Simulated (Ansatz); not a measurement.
## Cd2C (model cell, started as cuprite): from the cell to its phonons

How does Cd2C (model cell, started as cuprite) vibrate, and is this structure a minimum?

Program: Ansatz 0.2.0. Level of theory: DFT PBEsol, scalar-relativistic, plane waves, PAW. Results are calculated unless marked as measured.

The structure was built from a prototype and need not be the compound's stable phase.

## (1) The structure

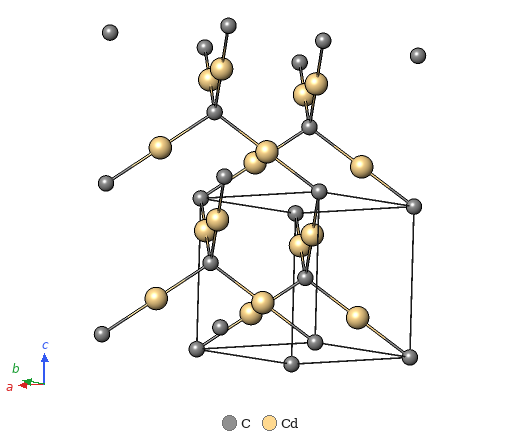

The cell as given, from a free direction (carbon grey, cadmium orange). 1×2×2 cells are drawn. Bonds to atoms that aren't drawn are left out. Some periodic images of atoms are drawn too.

Structure file:

```cif
data_structure
_symmetry_space_group_name_H-M 'Pn-3m:1'
_symmetry_Int_Tables_number 224
_cell_length_a 4.9791
_cell_length_b 4.9791
_cell_length_c 4.9791
_cell_angle_alpha 90.000
_cell_angle_beta 90.000
_cell_angle_gamma 90.000
_cell_volume 123.44
loop_
_atom_site_label
_atom_site_type_symbol
_atom_site_symmetry_multiplicity
_atom_site_Wyckoff_symbol
_atom_site_fract_x
_atom_site_fract_y
_atom_site_fract_z
_atom_site_occupancy
C1 C 2 a 0.00000 0.00000 0.00000 1
Cd1 Cd 4 b 0.25000 0.25000 0.25000 1
```

## (2) Bringing the structure to rest

Harmonic phonons are second derivatives at a point where the forces vanish, and they are wanted at zero stress, so atoms and cell are relaxed first.

input.yaml

```yaml
crystal:
  lattice:
    - [4.97907, 0.0, 0.0]
    - [0.0, 4.97907, 0.0]
    - [0.0, 0.0, 4.97907]
  atoms:
    - { symbol: C, position: [0.0, 0.0, 0.0] }
    - { symbol: C, position: [0.5, 0.5, 0.5] }
    - { symbol: Cd, position: [0.25, 0.25, 0.25] }
    - { symbol: Cd, position: [0.75, 0.75, 0.25] }
    - { symbol: Cd, position: [0.75, 0.25, 0.75] }
    - { symbol: Cd, position: [0.25, 0.75, 0.75] }
kpoints:
  mp_grid: { grid: [6, 6, 6] }
hamiltonian:
  xc: pbesol
scf:
  occupations: { method: gaussian, width: 0.02 }
output:
  forces: true
  stress: true
  eigenvalues: true
  write_density: true
  write_potential: true
  elf: true
  volumetric_format: npy
relax:
  adjacent_minimum: "off"
  f_tol: 0.005
  max_steps: 80
  cell: { stress_tol: 0.05 }
```

Command:

```
$ ansatz run input.yaml --threads 8 --pin off --max-ram 14336MiB --backend cpu --events-out ev --progress --plain --runs-dir out
```

Numbers of over 12 decimals in the logs are rounded to 6 here.

The program printed:

```text
Engine: ansatz 0.2.0, aarch64-unknown-linux-gnu
Pseudopotentials: kind: paw
Pseudopotential: C, paw, valence charge 4, recommended cutoff 420 eV (normal), C.paw.azcp
Pseudopotential: Cd, paw, valence charge 20, recommended cutoff 420 eV (normal), Cd.paw.azcp
Functional definition: PBEsol
  exchange = pbesol_x
  correlation = pbesol_c
Crystal: 6 atoms, lattice volume = 123.437 Å³
Basis set: ecut = 420 eV, 2469 PW (Γ), exchange–correlation on 72×72×72 points (8 copies of the dense FFT grid, shifted against one another)
Bands: 53, of which v1, the nominal top of the filled ones, is band 44 counted from 1 (43 counted from 0)
Symmetry: 48 space group operations
Space group: Pn-3m (ITA 224), of the structure as read, at distance tolerance 5.0e-5 Å
k-points: 20 of 216
Non-local potential: C, projectors of the file, l = 0: 2, l = 1: 2, l = 2: 1
Non-local potential: Cd, projectors of the file, l = 0: 3, l = 1: 2, l = 2: 2, l = 3: 1
PAW form: soft (Blöchl's): semilocal exchange-correlation on the pseudo side does not see the compensation charge
PAW frozen core: C, regenerated for the run's functional, and the local potential with it (the file was generated under x = pbe(κ = 0.804, μ = 0.219515), c = pbe(β = 0.066725))
PAW frozen core: Cd, regenerated for the run's functional, and the local potential with it (the file was generated under x = pbe(κ = 0.804, μ = 0.219515), c = pbe(β = 0.066725))
PAW one-centre angular grid: C, 110 points (default); XC on 64 Gauss nodes
PAW one-centre angular grid: Cd, 590 points (default); XC on 64 Gauss nodes
Initial density: superposition of atomic densities (neutral atoms: chi_scale 0, normalization atom), corrected by the library's trained network
Initial wavefunctions: pseudopotential atomic-orbital guess
Functional: x = pbesol(κ = 0.804, μ = 0.123457), c = pbesol(β = 0.046)
SCF iter   1: F=—  HF=-33224.004647 eV  |F-HF|=—  |Δ(HF+E_count)|=         —  Δρ=7.43e-3  dr2=8.55e-2  ethr=1.77e-3  ⟨swp⟩=6.4  Hψ=3737  notcnv=0
preconditioner: auto → Resta (q_TF=auto, 2.579 Å⁻¹)  ε∞=6.0  [insulator: Δε(μ)=0.578 eV  Ē_g=11.224 eV  σ=0.020 eV  W_gap=1.00  n_scr=32 (ndim 8)  ℏωp=25.0 eV  f_vac=0.017  D(μ)=0.00/eV (n_scr^D=0)  ε∞_Penn≈6.0]
SCF iter   2: F=—  HF=-33223.984340 eV  |F-HF|=—  |Δ(HF+E_count)|=   2.03e-2  Δρ=1.63e-3  dr2=4.18e-3  ethr=9.71e-5  ⟨swp⟩=3.5  Hψ=1934  notcnv=0  defer=52
SCF iter   3: F=—  HF=-33223.983659 eV  |F-HF|=—  |Δ(HF+E_count)|=   6.82e-4  Δρ=6.53e-4  dr2=4.76e-4  ethr=4.75e-6  ⟨swp⟩=2.1  Hψ=1508  notcnv=0  defer=52
SCF iter   4: F=—  HF=-33223.983716 eV  |F-HF|=—  |Δ(HF+E_count)|=   5.69e-5  Δρ=1.08e-4  dr2=1.59e-5  ethr=5.41e-7  ⟨swp⟩=2.0  Hψ=1457  notcnv=0  defer=52
SCF iter   5: F=—  HF=-33223.983768 eV  |F-HF|=—  |Δ(HF+E_count)|=   5.24e-5  Δρ=4.65e-5  dr2=2.50e-6  ethr=1.81e-8  ⟨swp⟩=2.0  Hψ=1532  notcnv=0  defer=52
SCF iter   6: F=—  HF=-33223.983769 eV  |F-HF|=—  |Δ(HF+E_count)|=   6.00e-7  Δρ=1.80e-5  dr2=2.80e-7  ethr=2.84e-9  ⟨swp⟩=2.0  Hψ=1799  notcnv=0  defer=52
SCF iter   7: F=-33223.983769 eV  HF=-33223.983769 eV  |F-HF|=6.70e-9  |Δ(HF+E_count)|=   1.69e-8  Δρ=2.29e-6  dr2=7.75e-9  ethr=1.14e-10  ⟨swp⟩=12.0  Hψ=6175  notcnv=0
SCF 1 converged in 7 iterations: F = -33223.983769 eV  dr2 = 7.75e-9
  greatest PAW one-centre occupation: 1.000 electrons in one spin orbital (limit 2), on the Cd atom at site 5 (counted from 0), in its partial waves of l = 0
relax step   1: F+E_penalty+E_count = -33223.98376867 eV  Δ(F+E_penalty+E_count) = +0.000e0 eV  max|allowed force component| = 6.168e-18 eV/Å  Δτ_max = 0.0000 Å  P = -4.001 GPa  Ω = 123.437 Å³  (7 SCF iters, dr2 threshold 1.00e-7 eV, accepted)
Crystal: 6 atoms, lattice volume = 116.303 Å³
Basis set: ecut = 420 eV, 2301 PW (Γ), exchange–correlation on 72×72×72 points (8 copies of the dense FFT grid, shifted against one another)
Initial density: handed on by an earlier stage of this run
Initial wavefunctions: those handed on with the density
iter 1 solved again at ethr=1.41e-4 eV; its pass at ethr=3.10e-3 eV (dr2=1.24e-1 eV) is discarded
SCF iter   1: F=—  HF=-33224.113828 eV  |F-HF|=—  |Δ(HF+E_count)|=         —  Δρ=8.36e-3  dr2=1.28e-1  ethr=1.41e-4  ⟨swp⟩=2.0  Hψ=4484  notcnv=0
preconditioner: auto → Resta (q_TF=auto, 2.604 Å⁻¹)  ε∞=6.0  [insulator: Δε(μ)=0.737 eV  Ē_g=11.520 eV  σ=0.020 eV  W_gap=1.00  n_scr=32 (ndim 8)  ℏωp=25.8 eV  f_vac=0.006  D(μ)=0.00/eV (n_scr^D=0)  ε∞_Penn≈6.0]
SCF iter   2: F=—  HF=-33224.089285 eV  |F-HF|=—  |Δ(HF+E_count)|=   2.45e-2  Δρ=3.55e-3  dr2=2.67e-2  ethr=1.41e-4  ⟨swp⟩=2.0  Hψ=1332  notcnv=0
SCF iter   3: F=—  HF=-33224.082842 eV  |F-HF|=—  |Δ(HF+E_count)|=   6.44e-3  Δρ=3.71e-4  dr2=1.80e-4  ethr=3.03e-5  ⟨swp⟩=2.4  Hψ=1719  notcnv=0  defer=1
SCF iter   4: F=—  HF=-33224.082850 eV  |F-HF|=—  |Δ(HF+E_count)|=   8.12e-6  Δρ=1.40e-4  dr2=1.79e-5  ethr=2.05e-7  ⟨swp⟩=1.9  Hψ=1617  notcnv=0  defer=1
iter 5 did not close the SCF: its close was put off for the readings that it lacked (scf_convergence_deferred on its scf_iter line)
SCF iter   5: F=-33224.082850 eV  HF=-33224.082850 eV  |F-HF|=1.17e-7  |Δ(HF+E_count)|=   3.84e-7  Δρ=2.27e-5  dr2=5.54e-7  ethr=2.03e-8  ⟨swp⟩=2.5  Hψ=1695  notcnv=0  defer=1
SCF iter   6: F=-33224.082850 eV  HF=-33224.082850 eV  |F-HF|=1.59e-9  |Δ(HF+E_count)|=   2.11e-7  Δρ=3.83e-6  dr2=1.53e-8  ethr=6.30e-10  ⟨swp⟩=8.8  Hψ=6563  notcnv=0
SCF 2 converged in 6 iterations: F = -33224.082850 eV  dr2 = 1.53e-8
relax step   2: F+E_penalty+E_count = -33224.08284995 eV  Δ(F+E_penalty+E_count) = -9.908e-2 eV  max|allowed force component| = 8.095e-17 eV/Å  Δτ_max = 0.0000 Å  P = +0.023 GPa  Ω = 116.303 Å³  energy of the carried Pulay correction = +5.236e-3 eV  (6 SCF iters, dr2 threshold 6.00e-7 eV, accepted)
Initial wavefunctions: pseudopotential atomic-orbital guess (no wavefunctions were taken with the density)
iter 1 solved again at ethr=2.69e-8 eV; its pass at ethr=3.10e-3 eV (dr2=2.37e-5 eV) is discarded
SCF iter   1: F=—  HF=-33224.078363 eV  |F-HF|=—  |Δ(HF+E_count)|=         —  Δρ=1.72e-4  dr2=6.00e-6  ethr=2.69e-8  ⟨swp⟩=3.0  Hψ=6496  notcnv=0
preconditioner: auto → Resta (q_TF=auto, 2.604 Å⁻¹)  ε∞=5.9  [insulator: Δε(μ)=0.582 eV  Ē_g=11.584 eV  σ=0.020 eV  W_gap=1.00  n_scr=32 (ndim 8)  ℏωp=25.8 eV  f_vac=0.007  D(μ)=0.00/eV (n_scr^D=0)  ε∞_Penn≈5.9]
SCF iter   2: F=—  HF=-33224.078399 eV  |F-HF|=—  |Δ(HF+E_count)|=   3.66e-5  Δρ=8.48e-5  dr2=1.31e-6  ethr=6.82e-9  ⟨swp⟩=2.3  Hψ=1728  notcnv=0
SCF iter   3: F=—  HF=-33224.078401 eV  |F-HF|=—  |Δ(HF+E_count)|=   1.58e-6  Δρ=1.70e-5  dr2=5.40e-8  ethr=1.49e-9  ⟨swp⟩=2.0  Hψ=1617  notcnv=0
SCF iter   4: F=—  HF=-33224.078401 eV  |F-HF|=—  |Δ(HF+E_count)|=   6.32e-8  Δρ=1.36e-6  dr2=1.19e-9  ethr=6.14e-11  ⟨swp⟩=2.0  Hψ=1620  notcnv=0
iter 5 did not close the SCF: its close was put off for the readings that it lacked (scf_convergence_deferred on its scf_iter line)
SCF iter   5: F=-33224.078401 eV  HF=-33224.078401 eV  |F-HF|=7.28e-12  |Δ(HF+E_count)|=  3.06e-10  Δρ=1.11e-7  dr2=8.53e-12  ethr=1.35e-12  ⟨swp⟩=2.0  Hψ=1616  notcnv=0
SCF iter   6: F=-33224.078401 eV  HF=-33224.078401 eV  |F-HF|=2.18e-11  |Δ(HF+E_count)|=  7.28e-12  Δρ=1.87e-8  dr2=4.32e-13  ethr=1.00e-12  ⟨swp⟩=3.0  Hψ=3641  notcnv=0
SCF 3 converged in 6 iterations: F = -33224.078401 eV  dr2 = 4.32e-13
relax step   3: F+E_penalty+E_count = -33224.07840097 eV  Δ(F+E_penalty+E_count) = +4.449e-3 eV  max|allowed force component| = 8.943e-17 eV/Å  Δτ_max = 0.0000 Å  P = -0.012 GPa  Ω = 116.303 Å³  stress off target by 1.22e-2 GPa  SCF on the basis re-selected at this cell (its energy is not comparable with the rows above)  (6 SCF iters)
basis re-selected at this cell: Δ(F+E_penalty+E_count) = +4.449e-3 eV, ΔP = -0.035 GPa vs the last step (what re-selecting the basis moved, of the pressure what is left beyond the Pulay correction that the steps carried, after the strain that the cell walked since its last selection, with what the two solves' SCF thresholds leave and, on support functions, any second-order correction that the steps lacked; it is no m [...]
SCF converged after 6 iterations
Free energy (F): -33224.078401 eV
Harris-Foulkes:  -33224.078401 eV  (|F-HF|=2.18e-11)
Internal energy: -33224.078401 eV  (E = F + TS)
E sigma→0 (E₀):  -33224.078401 eV
Fermi energy:    10.384514 eV
--- Per-component energies (eV) ---
  E_band       = -1785.140148
  E_kinetic    = 2189.070731
  E_local      = -13399.552037  (includes V_loc(G=0)·N_el)
  E_nonlocal   = 192.511827
  E_hartree    = 6196.362349
  E_xc         = -796.218149
  E_vxc        = -1001.498591  (∫ρ·V_xc dr)
  E_paw        = -16237.124105  (= ΣΔE_a)
  E_vpaw       = -2158.396838  (= ΣTr[D̂ρ^β])
  E_aug_tail   = 0.000058  (compensation charges beyond the density's cutoff)
  E_ewald      = -11370.539114
  E_core_change = 1.410040  (= ΣΔE_core)
  E_smearing   = -0.000000  (= −TS)
  E_closure    = 0.000000  (closes the sum)
  Σ components = -33224.078401   (vs F -33224.078401, Δ=0.00e0)
--- Forces (eV/Å), atoms counted from 1 ---
  atom   1  C      0.00000000    -0.00000000     0.00000000
  atom   2  C     -0.00000000     0.00000000    -0.00000000
  atom   3  Cd     0.00000000     0.00000000    -0.00000000
  atom   4  Cd    -0.00000000     0.00000000     0.00000000
  atom   5  Cd    -0.00000000    -0.00000000    -0.00000000
  atom   6  Cd     0.00000000     0.00000000    -0.00000000
  max |Σ_I F_I| component: 1.85e-17 eV/Å
--- Stress (GPa, compression-positive) ---
       -0.012210      -0.000000       0.000000
       -0.000000      -0.012210      -0.000000
        0.000000      -0.000000      -0.012210
  P = ⅓ Tr σ = -0.0122 GPa (-0.122 kbar)
--- Band table (eV; the first three rows and the last of 20) ---
  k-point 0: bands = [... 40 lower, 8.9659, 9.5344, 9.5344, 9.5344, 10.6751, 10.6751, 11.5656, 16.7354, ... 5 higher]
  k-point 1: bands = [... 40 lower, 8.9691, 8.9691, 9.6061, 9.6061, 10.9378, 11.9206, 12.2269, 15.7937, ... 5 higher]
  k-point 2: bands = [... 40 lower, 8.9838, 8.9838, 9.7364, 9.7364, 11.6850, 13.3330, 13.7444, 14.2504, ... 5 higher]
  k-point 19: bands = [... 40 lower, 7.6498, 7.7386, 7.7386, 7.7386, 13.5486, 13.5486, 13.5486, 15.9494, ... 5 higher]
--- Relaxed structure (2 steps of the walk, 2 accepted, 1 SCFs on fresh bases) ---
  F+E_penalty+E_count = -33224.07840097 eV   max|allowed force component| = 8.943e-17 eV/Å   (the final SCF, on the basis selected at the relaxed cell)
  cell:  # Å, volume = 116.3032 Å³
    - [4.881245, 0, 0]
    - [0, 4.881245, 0.0]
    - [0, 0.0, 4.881245]
  atoms:
    - { symbol: C, position: [0, 0, 0] }
    - { symbol: C, position: [0.500000, 0.500000, 0.500000] }
    - { symbol: Cd, position: [0.250000, 0.250000, 0.250000] }
    - { symbol: Cd, position: [0.75, 0.75, 0.250000] }
    - { symbol: Cd, position: [0.75, 0.250000, 0.75] }
    - { symbol: Cd, position: [0.250000, 0.75, 0.75] }
```

It took 3 s on 8 threads of Arm Neoverse V2, shared host; peak memory 0.61 GiB.

Relaxation path:

| step | energy less that of the first step (eV) | largest force component (eV/Å) | pressure (GPa) | volume (Å³) |
| --- | --- | --- | --- | --- |
| 1 | 0.0000 | 0.0000 | -4.00 | 123.44 |
| 2 | -0.0991 | 0.0000 | 0.02 | 116.30 |
| 3* | -0.0946 | 0.0000 | -0.01 | 116.30 |

Relaxation steps marked * repeat the geometry before them on a plane-wave basis chosen anew for their cell, so energy and pressure can jump there.

Forces are held to the 48 operations that the run works with; a distortion that breaks them can't arise in this run.

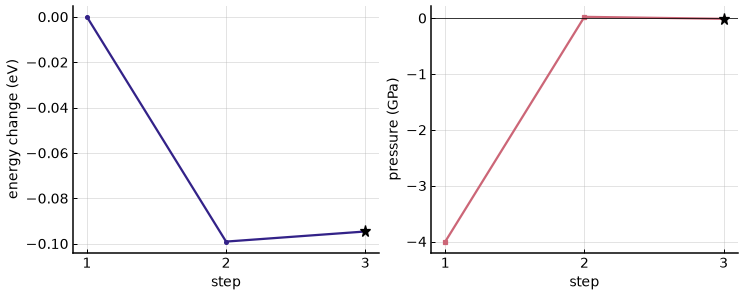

Energy and pressure along the relaxation. Stars mark steps on a basis chosen anew.

| conventional cell, symmetrised | before | after | change |
| --- | --- | --- | --- |
| a (Å) | 4.979 | 4.881 | -2.0 % |
| b (Å) | 4.979 | 4.881 | -2.0 % |
| c (Å) | 4.979 | 4.881 | -2.0 % |
| volume (Å³/atom) | 20.57 | 19.38 | -5.8 % |

The relaxed structure:

```
C Cd
1.0
     4.88124    0.00000    0.00000
     0.00000    4.88124    0.00000
     0.00000    0.00000    4.88124
C Cd
2 4
Cartesian
  0.0000 0.0000 0.0000
  2.4406 2.4406 2.4406
  1.2203 1.2203 1.2203
  3.6609 3.6609 1.2203
  3.6609 1.2203 3.6609
  1.2203 3.6609 3.6609
```

Numbers from this step:

```
pressure           : -0.01221 GPa
gap on the k-mesh  : 0.5824 eV
volume per atom    : 19.38 Å³
direct gap on mesh : 1.141 eV
```

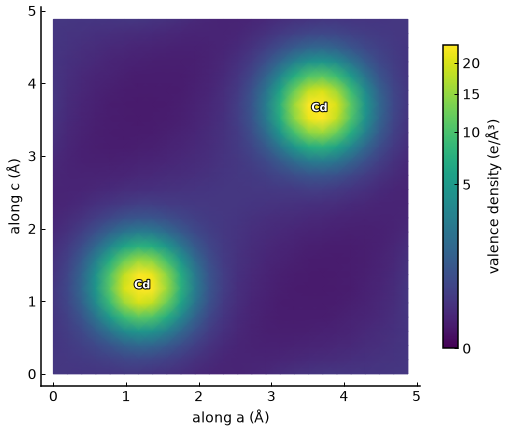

Valence density in the ac plane at fractional y = 0.250, with atoms of Cd within 0.2 Å of it. It is the smooth field of the valence electrons, not physical close to the nuclei. The colour scale is stretched toward low values.

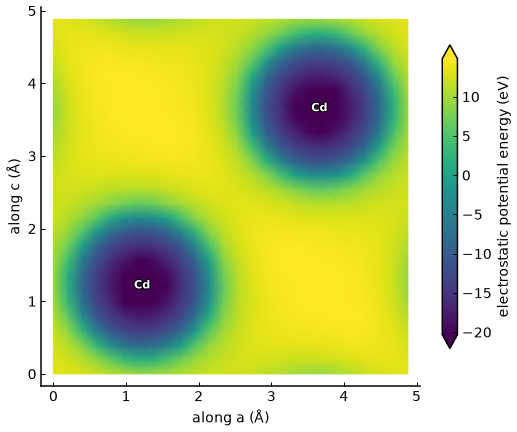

Electrostatic potential energy in the ac plane at fractional y = 0.250, with atoms of Cd within 0.2 Å of it. With pseudopotentials it is smooth inside the atoms' cores, unlike the true potential.

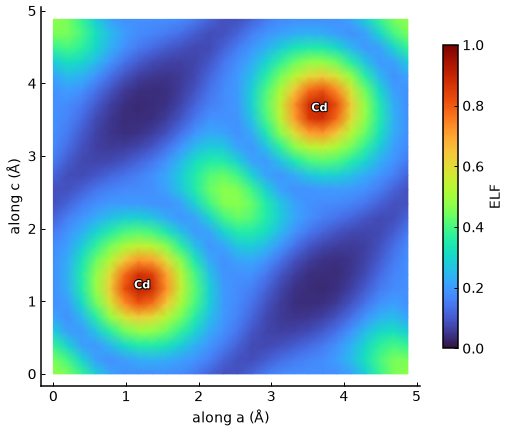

ELF in the ac plane at fractional y = 0.250, with atoms of Cd within 0.2 Å of it. It is the smooth field of the valence electrons, not physical close to the nuclei.

In this step the volume went from 20.57 to 19.38 Å³/atom.

## (3) Relaxation

The relaxation is repeated from its end on the same settings, as a check that it has come to rest.

Changes to input.yaml since step 2:

```diff
@@ -2,5 +2,5 @@
   lattice:
-    - [4.97907, 0.0, 0.0]
-    - [0.0, 4.97907, 0.0]
-    - [0.0, 0.0, 4.97907]
+    - [4.881244761, 0.0, 0.0]
+    - [0.0, 4.881244761, 0.0]
+    - [0.0, 0.0, 4.881244761]
   atoms:
```

The program printed:

```text
[...]
Crystal: 6 atoms, lattice volume = 116.303 Å³
Basis set: ecut = 420 eV, 2301 PW (Γ), exchange–correlation on 72×72×72 points (8 copies of the dense FFT grid, shifted against one another)
Bands: 53, of which v1, the nominal top of the filled ones, is band 44 counted from 1 (43 counted from 0)
Symmetry: 48 space group operations
[...]
k-points: 20 of 216
[...]
cell:  # Å, volume = 116.3032 Å³
    - [4.881244761, 0.0, 0.0]
    - [0.0, 4.881244761, 0.0]
    - [0.0, 0.0, 4.881244761]
  atoms:
    - { symbol: C, position: [0.0, 0.0, 0.0] }
    - { symbol: C, position: [0.5, 0.5, 0.5] }
    - { symbol: Cd, position: [0.25, 0.25, 0.25] }
    - { symbol: Cd, position: [0.75, 0.75, 0.25] }
    - { symbol: Cd, position: [0.75, 0.25, 0.75] }
    - { symbol: Cd, position: [0.25, 0.75, 0.75] }
[key lines of the parts left out:]
SCF converged after 9 iterations
Free energy (F): -33224.078401 eV
Fermi energy:    10.384514 eV
P = ⅓ Tr σ = -0.0122 GPa (-0.122 kbar)
```

It took 2.1 s on 8 threads; peak memory 0.6 GiB.

Little changed from the start: no atom moved by 0.005 Å and no cell edge by 0.1 %.

In this step the volume went from 19.38 to 19.38 Å³/atom.

## (4) Tight relaxation

Phonons need a cell at rest on their own settings, so the relaxation is repeated with tight tolerances on forces and stress on the k mesh and occupations of the first response run.

input.yaml, the sections that differ from step 3:

```yaml
scf:
  occupations: { method: fixed }
output:
  forces: true
  stress: true
  eigenvalues: true
relax:
  adjacent_minimum: "off"
  f_tol: 0.001
  max_steps: 60
  cell: { stress_tol: 0.01 }
# crystal, kpoints, hamiltonian: as in step 3
```

The program printed:

```text
[...]
Crystal: 6 atoms, lattice volume = 116.303 Å³
Basis set: ecut = 420 eV, 2301 PW (Γ), exchange–correlation on 72×72×72 points (8 copies of the dense FFT grid, shifted against one another)
Bands: 53, of which v1, the nominal top of the filled ones, is band 44 counted from 1 (43 counted from 0)
Symmetry: 48 space group operations
[...]
k-points: 20 of 216
[...]
cell:  # Å, volume = 116.2854 Å³
    - [4.880996, 0, 0.0]
    - [0, 4.880996, 0.0]
    - [0.0, 0.0, 4.880996]
  atoms:
    - { symbol: C, position: [0, 0, 0] }
    - { symbol: C, position: [0.5, 0.5, 0.5] }
    - { symbol: Cd, position: [0.25, 0.25, 0.25] }
    - { symbol: Cd, position: [0.75, 0.75, 0.25] }
    - { symbol: Cd, position: [0.75, 0.25, 0.75] }
    - { symbol: Cd, position: [0.25, 0.75, 0.75] }
[key lines of the parts left out:]
SCF converged after 5 iterations
Free energy (F): -33224.078383 eV
Fermi energy:    10.094999 eV
P = ⅓ Tr σ = -0.0003 GPa (-0.003 kbar)
```

Run time: 2.6 s. Hardware: 8 threads; peak memory 0.59 GiB; 18 s of CPU time.

Little changed from the start: no atom moved by 0.005 Å and no cell edge by 0.1 %.

This step gave:

* pressure: -2.88e-4 GPa
* gap on the k-mesh: 0.5821 eV

The forces vanish by symmetry and the pressure is 0.000 GPa, within the tolerances set. The cell now holds 19.38 Å³/atom.

(Part 1 of 3 ends here.)

[Logs are printed without paths, hosts, clocks, repeated set-up lines and the standing remarks that a program may print on its own settings, such as how far it seeks lower states.]

[Hosts, paths, dates, database ids (printed as entryN), source tags and the programs' standing remarks are cut or masked in the printed files.]
